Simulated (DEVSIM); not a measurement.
System: abrupt Ge n-p junction, at 350 K.

```csv
layer (left to right),material,thickness (μm),Nd (cm⁻³),Na (cm⁻³),τn (s),τp (s)
1,Ge,0.290,1.4e15,-,6.1e-6,6.1e-6
2,Ge,20.0,-,6.1e14,6.1e-6,6.1e-6
```

Left contact: ohmic. Right contact: ohmic. Voltage is applied to the left contact. Recombination: SRH at mid-gap, radiative. Mobility is μmin + (μ − μmin)/(1 + (N/Nref)^α).

Constants are typed, rounded textbook-type inputs, not results; the design itself was drawn at random and stands for no fabricated device. Values at 300 K; Nc and Nv go as T^1.5, mobilities as T to minus their exponent, the gap by Varshni's rule with the affinity fixed.

| parameter | Ge |
|---|---|
| gap (eV) | 0.664 |
| affinity (eV) | 4 |
| permittivity | 16 |
| Nc (cm⁻³) | 1.04e19 |
| Nv (cm⁻³) | 6e18 |
| μn (cm²/Vs) | 3900 |
| μp (cm²/Vs) | 1900 |
| μn,min | 150 |
| μp,min | 100 |
| Nref,n | 2.6e17 |
| Nref,p | 4e17 |
| αn | 0.56 |
| αp | 0.6 |
| T exponent of μn | 1.66 |
| T exponent of μp | 2.33 |
| B (cm³/s) | 6.4e-14 |
| Varshni α (eV/K) | 0.000477 |
| Varshni β (K) | 235 |

Model (solved in DEVSIM): 1D drift-diffusion, Boltzmann statistics, complete ionisation; no tunnelling, impact ionisation, image-force lowering or self-heating.

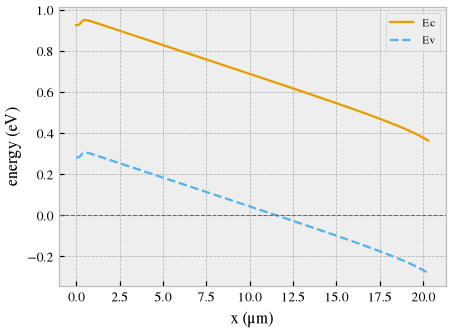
Figure: Band edges at -0.65 V on the left contact

Energies count from the Fermi level of the right contact; mesh points crowd at the junctions.

| x (μm) | Ec (eV) | Ev (eV) | n (cm⁻³) | p (cm⁻³) | field (V/cm) |
|---|---|---|---|---|---|
| 0.000 | 0.925 | 0.281 | 1.4e15 | 3.6e13 | 87 |
| 0.02439 | 0.925 | 0.281 | 1.4e15 | 6.1e13 | 93 |
| 0.06600 | 0.926 | 0.281 | 1.4e15 | 1.0e14 | 130 |
| 0.1450 | 0.927 | 0.283 | 1.3e15 | 1.9e14 | 330 |
| 0.2392 | 0.933 | 0.288 | 1.0e15 | 3.3e14 | 850 |
| 0.2757 | 0.936 | 0.292 | 9.0e14 | 4.1e14 | 1200 |
| 0.2954 | 0.939 | 0.294 | 8.2e14 | 4.6e14 | 1300 |
| 0.3443 | 0.944 | 0.299 | 6.8e14 | 6.0e14 | 800 |
| 0.4225 | 0.948 | 0.304 | 5.6e14 | 7.7e14 | 330 |
| 0.5919 | 0.949 | 0.305 | 4.7e14 | 9.6e14 | -110 |
| 0.9173 | 0.942 | 0.298 | 4.4e14 | 1.0e15 | -270 |
| 1.997 | 0.912 | 0.268 | 4.4e14 | 1.0e15 | -280 |
| 3.725 | 0.864 | 0.219 | 4.4e14 | 1.0e15 | -280 |
| 7.465 | 0.759 | 0.115 | 4.4e14 | 1.0e15 | -280 |
| 14.65 | 0.556 | -0.089 | 4.1e14 | 1.0e15 | -290 |
| 17.59 | 0.467 | -0.178 | 3.5e14 | 9.5e14 | -320 |
| 18.95 | 0.421 | -0.224 | 2.7e14 | 8.7e14 | -370 |
| 19.66 | 0.393 | -0.251 | 2.0e14 | 7.9e14 | -420 |
| 20.06 | 0.375 | -0.269 | 1.3e14 | 7.3e14 | -480 |
| 20.19 | 0.369 | -0.276 | 1.0e14 | 7.0e14 | -500 |
| 20.25 | 0.365 | -0.279 | 8.6e13 | 6.9e14 | -500 |
| 20.29 | 0.364 | -0.281 | 7.6e13 | 6.9e14 | -500 |
